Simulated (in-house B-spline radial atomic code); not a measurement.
# Ce²⁺: density, ELF and screening along the radius

How do the shells of Ce²⁺ show in real space, and how much do the settings move them?

Method: several methods, spin-polarised, as named in each step; spherical all-electron atom at the radial basis limit. Code: in-house B-spline radial atomic code version 1.

### 1 The atom as given

- element: cerium (Z = 58)
- charge: +2
- electrons: 56
- configuration: [Xe] 4f2
- nucleus: point (non-relativistic runs) or finite (X2C runs)

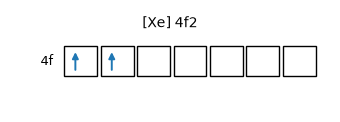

Occupation of the outer shells (arrows by Hund's rule).

Where spins are not typed, each open shell is filled with up spins first.

### 2 LDA (VWN5), non-rel.

Input settings:

```ini
Z = 58
electrons = 56.0
configuration = [Xe] 4f2
hamiltonian = nr
method = lda,vwn
spin_polarised = True
```

Started as:

```
$ python run_scf.py task.json out
```

task.json lists these runs, among others, and the program works through them in turn.

From the run's result record (rounded, not every field):

```text
status: converged
scf [iteration, energy, orbital gradient]:
  - [1, -8548.91200324, 0.575]
  - [2, -8552.85702949, 0.568]
  - [3, -8562.64374203, 0.0916]
  - [4, -8562.89678647, 0.0234]
  - [5, -8562.91176912, 0.00839]
  - [6, -8562.9138871, 0.00134]
  - [7, -8562.91389647, 0.000633]
  - [8, -8562.9139145, 1.92e-05]
  - [9, -8562.91391451, 2.21e-06]
  - [10, -8562.91391451, 1.06e-07]
energy [hartree]: {"total": -8562.91391451, "kinetic": 8558.87249769, "nuclear": -20266.0492668, "coulomb": 3340.70035228, "xc": -196.437497702}
orbitals [hartree, bohr; first row names the columns]:
  - ["name", "occ", "eps", "<r>", "<r^2>", "<1/r>", "r_max", "density_at_nucleus", "spin_orbit_zeta"]
  - ["1s up", 1.0, -1406.3492, 0.026201, 0.00091782, 57.422, 0.017363, 60870.0, "-"]
  - ["1s down", 1.0, -1406.3493, 0.026201, 0.00091782, 57.422, 0.017363, 60870.0, "-"]
  - ["2s up", 1.0, -218.85862, 0.11218, 0.014767, 13.259, 0.095532, 6474.6, "-"]
  - ["2s down", 1.0, -218.85797, 0.11218, 0.014766, 13.259, 0.095532, 6474.7, "-"]
  - ["2p up", 3.0, -207.1045, 0.095303, 0.011027, 13.284, 0.074469, "-", 9.7169]
  - ["2p down", 3.0, -207.10414, 0.095303, 0.011027, 13.284, 0.074469, "-", 9.717]
  - ["3s up", 1.0, -47.17778, 0.29386, 0.098444, 4.915, 0.26918, 1319.0, "-"]
  - ["3s down", 1.0, -47.15604, 0.29379, 0.098393, 4.9164, 0.26914, 1319.8, "-"]
  - ["3p up", 3.0, -42.081704, 0.28363, 0.093057, 4.8508, 0.25586, "-", 1.8888]
  - ["3p down", 3.0, -42.061607, 0.28355, 0.093001, 4.8523, 0.25582, "-", 1.8901]
  - ["3d up", 5.0, -32.558331, 0.25433, 0.07613, 4.7362, 0.20601, "-", 0.27347]
  - ["3d down", 5.0, -32.543236, 0.25424, 0.076067, 4.7376, 0.20597, "-", 0.27367]
  - ["4s up", 1.0, -9.6258711, 0.67041, 0.50693, 2.0743, 0.62245, 303.15, "-"]
  - ["4s down", 1.0, -9.5742416, 0.67031, 0.50678, 2.0745, 0.62231, 303.21, "-"]
  - ["4p up", 3.0, -7.7300948, 0.69121, 0.54311, 1.9804, 0.6327, "-", 0.40374]
  - ["4p down", 3.0, -7.6783992, 0.69112, 0.543, 1.9806, 0.63254, "-", 0.4038]
  - ["4d up", 5.0, -4.4027208, 0.74746, 0.64821, 1.7692, 0.65305, "-", 0.047524]
  - ["4d down", 5.0, -4.3511226, 0.74757, 0.64859, 1.769, 0.65282, "-", 0.047517]
  - ["5s up", 1.0, -1.722185, 1.6129, 2.9219, 0.81402, 1.4513, 51.688, "-"]
  - ["5s down", 1.0, -1.6920775, 1.6222, 2.9564, 0.80843, 1.4568, 50.777, "-"]
  - ["5p up", 3.0, -1.2169252, 1.8141, 3.7216, 0.71752, 1.5938, "-", 0.057133]
  - ["5p down", 3.0, -1.1923491, 1.8284, 3.7816, 0.71091, 1.6027, "-", 0.055744]
  - ["4f up", 2.0, -0.59805298, 1.1123, 1.6391, 1.204, 0.70466, "-", 0.0034407]
sum_r [bohr^k]: {"-1": 349.4146, "1": 35.03081, "2": 44.03574}
density_at_nucleus [bohr^-3]: 138037.0
spin_density_at_nucleus [bohr^-3]: -0.047182
mass_velocity [hartree]: -933.513
darwin [hartree]: 669.6905
radius_at_0.001 [bohr]: 3.685
radius_enclosing_fraction [bohr]: {"0.5": 0.4081, "0.9": 1.538, "0.99": 2.79}
slater [hartree]:
  F0(5p up,5p up): 0.4962
  F2(5p up,5p up): 0.26761
  F0(5p up,5p down): 0.49429
  F2(5p up,5p down): 0.26656
  F0(5p up,4f up): 0.58074
  F2(5p up,4f up): 0.21521
  G2(5p up,4f up): 0.12702
  G4(5p up,4f up): 0.095336
  F0(5p down,5p down): 0.4924
  F2(5p down,5p down): 0.26555
  F0(5p down,4f up): 0.57724
  F2(5p down,4f up): 0.21294
  F0(4f up,4f up): 0.84396
  F2(4f up,4f up): 0.38721
  F4(4f up,4f up): 0.24021
  F6(4f up,4f up): 0.17204
```

Wall time 0.48 s (1 thread, shared host).

radius_at_0.001 is where the density falls to 0.001 electrons per bohr³.

The record's radial tables, every 2nd point:

```tsv
r (bohr)	4πr²n (1/bohr)	ELF	screened charge r·V (e)	reduced gradient s	4πr²(n↑−n↓)
0.00424	19.08	0.9988	56.54	0.4260	-0.00001
0.00644	34.15	0.9976	55.80	0.4617	-0.00001
0.00979	53.75	0.9932	54.74	0.5190	-0.00002
0.0149	70.18	0.9680	53.23	0.6070	-0.00002
0.0226	72.25	0.7847	51.18	0.7004	-0.00004
0.0343	65.50	0.3568	48.41	0.5908	-0.0001333
0.0522	78.05	0.4708	44.67	0.2878	-0.0006739
0.0792	97.91	0.7347	39.95	0.3686	-0.002236
0.120	80.31	0.4480	34.40	0.4766	0.0009749
0.183	79.98	0.5127	27.98	0.2267	0.06489
0.278	70.77	0.7286	21.48	0.4945	0.3779
0.422	31.41	0.2003	15.60	0.4142	1.114
0.641	36.38	0.7553	9.967	0.3217	1.763
0.974	15.97	0.3876	5.967	0.7255	1.511
1.48	7.896	0.5293	3.501	0.4826	0.7605
2.25	3.293	0.7308	2.265	1.094	0.1765
3.42	0.3130	0.1304	2.014	3.571	0.01872
5.19	0.004626	0.0002743	2.000	18.94	0.0009793
```

### 3 PBE, non-rel.

Input settings:

```ini
Z = 58
electrons = 56.0
configuration = [Xe] 4f2
hamiltonian = nr
method = pbe,pbe
spin_polarised = True
```

Result record:

```text
status: converged
iterations: 10
energy [hartree]: {"total": -8568.77825486, "kinetic": 8565.97947993, "nuclear": -20273.4270929, "coulomb": 3341.0320912, "xc": -202.36273314}
orbitals [hartree, bohr; first row names the columns]:
  - ["name", "occ", "eps", "<r>"]
  - ["1s up", 1.0, -1407.7045, 0.026182]
  - ["1s down", 1.0, -1407.7045, 0.026182]
  - ["2s up", 1.0, -219.02188, 0.11211]
  - ["2s down", 1.0, -219.02169, 0.11211]
  - ["2p up", 3.0, -207.16688, 0.095275]
  - ["2p down", 3.0, -207.16683, 0.095274]
  - ["3s up", 1.0, -47.220781, 0.29346]
  - ["3s down", 1.0, -47.199877, 0.29338]
  - ["3p up", 3.0, -42.095461, 0.28335]
  - ["3p down", 3.0, -42.076234, 0.28326]
  - ["3d up", 5.0, -32.552423, 0.25419]
  - ["3d down", 5.0, -32.53831, 0.25409]
  - ["4s up", 1.0, -9.6514942, 0.66978]
  - ["4s down", 1.0, -9.5988002, 0.66959]
  - ["4p up", 3.0, -7.7435177, 0.69073]
  - ["4p down", 3.0, -7.6904407, 0.69051]
  - ["4d up", 5.0, -4.4021317, 0.74703]
  - ["4d down", 5.0, -4.3484319, 0.74696]
  - ["5s up", 1.0, -1.7161856, 1.615]
  - ["5s down", 1.0, -1.6843824, 1.6254]
  - ["5p up", 3.0, -1.2114668, 1.8152]
  - ["5p down", 3.0, -1.1858584, 1.8303]
  - ["4f up", 2.0, -0.58746729, 1.1165]
sum_r [bohr^k]: {"-1": 349.5418, "1": 35.03919, "2": 44.07718}
```

It took 0.25 s on 1 thread, shared host.

Fields along the radius, from the same record (one point in 4):

```tsv
r (bohr)	4πr²n (1/bohr)	ELF	screened charge r·V (e)	reduced gradient s	4πr²(n↑−n↓)
0.00424	19.11	0.9988	56.53	0.4260	0.00001
0.00979	53.83	0.9932	54.74	0.5191	0.00001
0.0226	72.27	0.7845	51.18	0.7009	-0.00001
0.0522	78.07	0.4711	44.67	0.2872	-0.0006731
0.120	80.26	0.4475	34.39	0.4774	-0.0003164
0.278	70.83	0.7294	21.48	0.4953	0.3740
0.642	36.48	0.7570	9.947	0.3221	1.758
1.48	7.894	0.5298	3.505	0.4746	0.7643
3.42	0.3132	0.1278	2.014	3.534	0.01921
```

### 4 Hartree-Fock, non-rel.

Input settings:

```ini
Z = 58
electrons = 56.0
configuration = [Xe] 4f2
hamiltonian = nr
method = hf
spin_polarised = True
```

Result record:

```text
status: converged
iterations: 12
energy [hartree]: {"total": -8566.39644502, "kinetic": 8566.39642985, "nuclear": -20273.5469739, "coulomb": 3340.06871089, "exact_exchange": -199.314611862}
orbitals [hartree, bohr; first row names the columns]:
  - ["name", "occ", "eps", "<r>"]
  - ["1s up", 1.0, -1423.2727, 0.02618]
  - ["1s down", 1.0, -1423.2728, 0.02618]
  - ["2s up", 1.0, -225.39174, 0.11199]
  - ["2s down", 1.0, -225.39175, 0.11198]
  - ["2p up", 3.0, -212.76312, 0.095333]
  - ["2p down", 3.0, -212.76352, 0.095333]
  - ["3s up", 1.0, -50.189727, 0.2921]
  - ["3s down", 1.0, -50.154661, 0.29196]
  - ["3p up", 3.0, -44.667084, 0.28242]
  - ["3p down", 3.0, -44.630156, 0.28225]
  - ["3d up", 5.0, -34.508489, 0.2536]
  - ["3d down", 5.0, -34.470769, 0.25332]
  - ["4s up", 1.0, -10.985187, 0.66815]
  - ["4s down", 1.0, -10.887082, 0.6677]
  - ["4p up", 3.0, -8.8445153, 0.69001]
  - ["4p down", 3.0, -8.734727, 0.68947]
  - ["4d up", 5.0, -5.0499743, 0.74876]
  - ["4d down", 5.0, -4.904517, 0.7481]
  - ["5s up", 1.0, -2.0649827, 1.6366]
  - ["5s down", 1.0, -2.0230612, 1.65]
  - ["5p up", 3.0, -1.4101557, 1.8287]
  - ["5p down", 3.0, -1.3752292, 1.8495]
  - ["4f up", 2.0, -0.88722739, 1.0593]
sum_r [bohr^k]: {"-1": 349.5439, "1": 35.05928, "2": 44.16023}
```

Run time: 0.47 s. Hardware: 1 thread, shared host.

Fields along the radius, from the same record (one point in 4):

```tsv
r (bohr)	4πr²n (1/bohr)	ELF	screened charge r·V (e)	reduced gradient s	4πr²(n↑−n↓)
0.00425	19.18	0.9988	56.53	0.4259	0.00000
0.00983	54.04	0.9932	54.73	0.5196	-0.00001
0.0227	72.21	0.7808	51.15	0.7020	-0.00005
0.0525	78.41	0.4764	44.62	0.2850	-0.001382
0.121	79.70	0.4380	34.28	0.4759	-0.007695
0.280	70.17	0.7283	21.38	0.5037	0.3884
0.647	36.47	0.7614	9.852	0.3264	1.855
1.49	7.738	0.5314	3.486	0.4759	0.7517
3.45	0.2969	0.1626	2.012	3.688	0.003383
```

### 5 AM05, non-rel.

Input settings:

```ini
Z = 58
electrons = 56.0
configuration = [Xe] 4f2
hamiltonian = nr
method = am05
spin_polarised = True
```

Result record:

```text
status: converged
iterations: 10
energy [hartree]: {"total": -8563.0989123, "kinetic": 8559.33905694, "nuclear": -20266.5257347, "coulomb": 3340.71659696, "xc": -196.628831454}
orbitals [hartree, bohr; first row names the columns]:
  - ["name", "occ", "eps", "<r>"]
  - ["1s up", 1.0, -1406.4373, 0.026198]
  - ["1s down", 1.0, -1406.4373, 0.026198]
  - ["2s up", 1.0, -218.86822, 0.11217]
  - ["2s down", 1.0, -218.86768, 0.11217]
  - ["2p up", 3.0, -207.07718, 0.095309]
  - ["2p down", 3.0, -207.0769, 0.095308]
  - ["3s up", 1.0, -47.177201, 0.29377]
  - ["3s down", 1.0, -47.155178, 0.29369]
  - ["3p up", 3.0, -42.072468, 0.28358]
  - ["3p down", 3.0, -42.052191, 0.28348]
  - ["3d up", 5.0, -32.549735, 0.2543]
  - ["3d down", 5.0, -32.534692, 0.25419]
  - ["4s up", 1.0, -9.6263176, 0.67028]
  - ["4s down", 1.0, -9.5746197, 0.67009]
  - ["4p up", 3.0, -7.727151, 0.69113]
  - ["4p down", 3.0, -7.6750138, 0.69091]
  - ["4d up", 5.0, -4.39702, 0.74733]
  - ["4d down", 5.0, -4.3440291, 0.74722]
  - ["5s up", 1.0, -1.7164187, 1.6135]
  - ["5s down", 1.0, -1.6840977, 1.6243]
  - ["5p up", 3.0, -1.2113206, 1.8118]
  - ["5p down", 3.0, -1.185524, 1.8277]
  - ["4f up", 2.0, -0.58978799, 1.1127]
sum_r [bohr^k]: {"-1": 349.4229, "1": 35.02056, "2": 43.97537}
```

Wall time 0.26 s (1 thread, shared host).

The record's radial tables, every 4th point:

```tsv
r (bohr)	4πr²n (1/bohr)	ELF	screened charge r·V (e)	reduced gradient s	4πr²(n↑−n↓)
0.00424	19.09	0.9988	56.54	0.4260	0.00001
0.00979	53.77	0.9932	54.74	0.5190	0.00003
0.0226	72.25	0.7848	51.18	0.7006	0.00005
0.0521	77.92	0.4690	44.70	0.2881	-0.0004430
0.120	80.30	0.4480	34.40	0.4768	-0.0003147
0.278	70.79	0.7289	21.48	0.4946	0.3759
0.641	36.42	0.7557	9.965	0.3210	1.756
1.48	7.905	0.5297	3.499	0.4771	0.7675
3.42	0.3065	0.1267	2.013	3.605	0.01771
```

### 6 r2SCAN, non-rel.

Input settings:

```ini
Z = 58
electrons = 56.0
configuration = [Xe] 4f2
hamiltonian = nr
method = r2scan
spin_polarised = True
```

Result record:

```text
status: converged
iterations: 9
energy [hartree]: {"total": -8569.30722054, "kinetic": 8566.52652323, "nuclear": -20273.3827682, "coulomb": 3340.45956325, "xc": -202.910538835}
orbitals [hartree, bohr; first row names the columns]:
  - ["name", "occ", "eps", "<r>"]
  - ["1s up", 1.0, -1409.9221, 0.026187]
  - ["1s down", 1.0, -1409.9221, 0.026187]
  - ["2s up", 1.0, -220.05257, 0.11208]
  - ["2s down", 1.0, -220.05304, 0.11208]
  - ["2p up", 3.0, -207.99573, 0.095299]
  - ["2p down", 3.0, -207.99601, 0.095299]
  - ["3s up", 1.0, -47.679467, 0.29289]
  - ["3s down", 1.0, -47.653348, 0.29279]
  - ["3p up", 3.0, -42.459981, 0.28303]
  - ["3p down", 3.0, -42.435606, 0.28292]
  - ["3d up", 5.0, -32.774132, 0.25421]
  - ["3d down", 5.0, -32.755849, 0.25408]
  - ["4s up", 1.0, -9.8651402, 0.66957]
  - ["4s down", 1.0, -9.7968336, 0.66934]
  - ["4p up", 3.0, -7.9026893, 0.69083]
  - ["4p down", 3.0, -7.833096, 0.69057]
  - ["4d up", 5.0, -4.4751495, 0.74763]
  - ["4d down", 5.0, -4.4033924, 0.74756]
  - ["5s up", 1.0, -1.7551319, 1.6206]
  - ["5s down", 1.0, -1.7168179, 1.6364]
  - ["5p up", 3.0, -1.233483, 1.8119]
  - ["5p down", 3.0, -1.2025808, 1.8318]
  - ["4f up", 2.0, -0.57205935, 1.1108]
sum_r [bohr^k]: {"-1": 349.5411, "1": 35.04192, "2": 44.03442}
```

Run time: 0.43 s. Hardware: 1 thread, shared host.

Meta-GGA runs start from a PBE run whose iterations are not counted.

The record's radial tables, every 4th point:

```tsv
r (bohr)	4πr²n (1/bohr)	ELF	screened charge r·V (e)	reduced gradient s	4πr²(n↑−n↓)
0.00424	19.12	0.9988	56.53	0.4258	0.00004
0.00979	53.84	0.9932	54.74	0.5190	0.0001105
0.0226	72.28	0.7847	51.18	0.7010	0.00009
0.0522	78.07	0.4712	44.67	0.2867	-0.0005400
0.121	79.72	0.4387	34.28	0.4760	-0.003315
0.278	70.92	0.7308	21.49	0.4958	0.3762
0.642	36.56	0.7581	9.951	0.3211	1.780
1.48	7.886	0.5330	3.507	0.4716	0.7764
3.42	0.3054	0.1267	2.013	3.655	0.01454
```

### 7 Results

| run | total energy (hartree) | highest level (eV) | radius holding 50 / 90 / 99 % (bohr) | radius at n = 0.001 (bohr) | ELF minima on the full grid (bohr) |
| --- | --- | --- | --- | --- | --- |
| LDA (VWN5), non-rel. | -8562.9139 | -16.274 | 0.408 / 1.54 / 2.79 | 3.69 | 0.042, 0.15, 0.42, 1.2 |
| PBE, non-rel. | -8568.7783 | -15.986 | 0.408 / 1.54 / 2.79 | 3.69 | 0.042, 0.15, 0.42, 1.2 |
| Hartree-Fock, non-rel. | -8566.3964 | -24.143 | 0.408 / 1.54 / 2.80 | 3.69 | 0.043, 0.15, 0.43, 1.2 |
| AM05, non-rel. | -8563.0989 | -16.049 | 0.408 / 1.54 / 2.78 | 3.68 | 0.042, 0.15, 0.42, 1.2 |
| r2SCAN, non-rel. | -8569.3072 | -15.567 | 0.408 / 1.54 / 2.78 | 3.67 | 0.042, 0.15, 0.42, 1.2 |

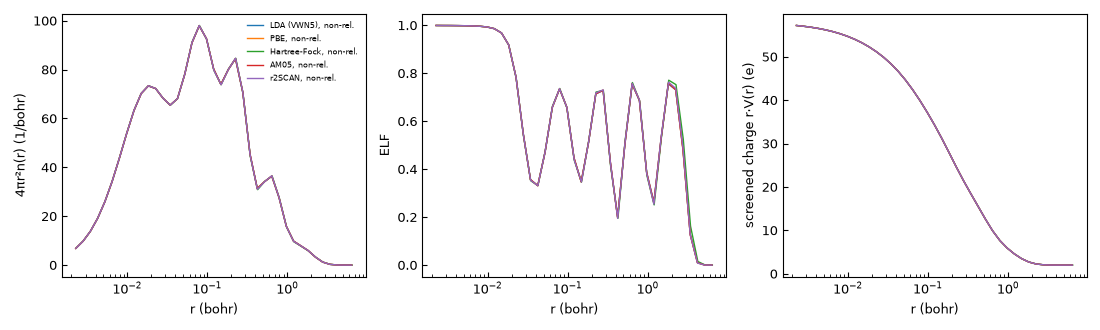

Radial density, ELF and screened nuclear charge of all runs.

What this shows: In the first run ELF has 4 minima on the grid, which mark the borders between shells. On the record's full grid the screened charge (r times the electrostatic potential) falls from 57.9 near the nucleus to 2.00 at 6.4 bohr; far out it tends to the net charge, 2. The grid is coarse (about 23 % a step), so the places of minima are rough.

Members of this set that are not shown: 3 used exact exchange with fractional occupations of an open shell, which is unsound here.
